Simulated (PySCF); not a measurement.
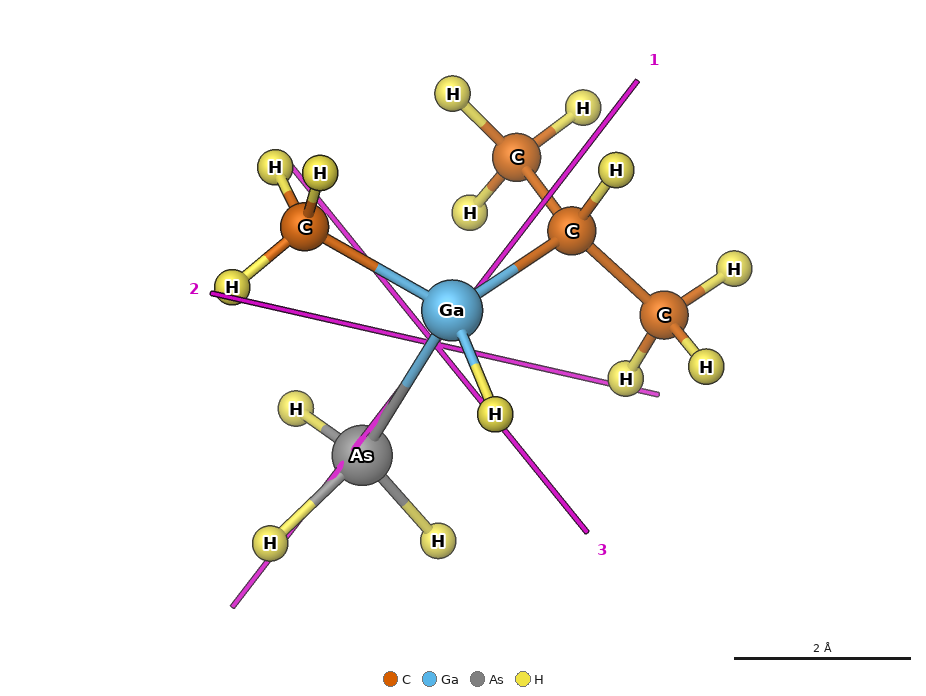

The three principal axes of inertia are drawn and numbered. Distant atoms are faded towards the background colour. The geometry was computed by an optimisation with PBE0-D3(BJ)/def2-SVP. No frequency run is at hand to confirm it as a minimum. Masses are those of the most abundant isotopes; constants are for the rigid equilibrium geometry.

Which line is the a axis (least moment of inertia), which b and which c?

a is line 1, b is line 2, c is line 3; the moments are 321, 496, 648 u Å².

Classify the rotor and give the rotational constants (GHz).

An asymmetric top (C1): A = 1.57, B = 1.02, C = 0.780 GHz. Ray's parameter κ is −0.40, nearer the prolate limit.
